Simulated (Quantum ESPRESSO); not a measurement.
# Dipole at the next field: F-SiC-H chair, 1 layer

Method. Quantum ESPRESSO 7.5, PBE, GBRV ultrasoft; sawtooth field along the normal with dipole correction, ions clamped, threshold 1e-9 Ry; cell area 8.481 Å².

```
field (V/Å)  dipole (e Å a cell)
          0             −0.20380
        0.1             −0.18871
        0.2             −0.17349
```

To predict: What is the dipole at −0.2 V/Å, and what electrostatic thickness 4πα/A follows from the rows?

**Fit.** The slope is (−0.17349 − (−0.20380))/0.2 = 0.1516 e Å²/V, so 4πα/A = 180.95 × 0.1516/8.481 = 3.23 Å. Linear response gives p = −0.20380 + 0.1516 × (−0.2) = −0.23411 e Å; a parabola through the three rows gives −0.23359.

**The withheld run.** p = −0.23391 e Å. The line misses by 0.7 % of the induced dipole and the parabola by 1.1 %. The response is linear over this range.

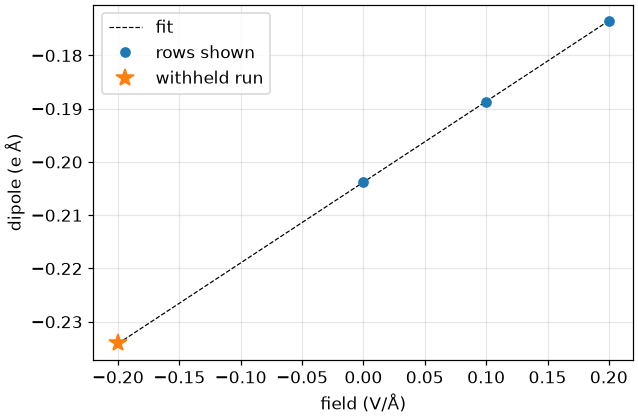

The rows shown, the fit and the withheld run.

Caveats: Electrons alone respond; local and semilocal functionals tend to overscreen.

[Logs are printed without paths, hosts, clocks, repeated set-up lines and the standing remarks that a program may print on its own settings, such as how far it seeks lower states.]
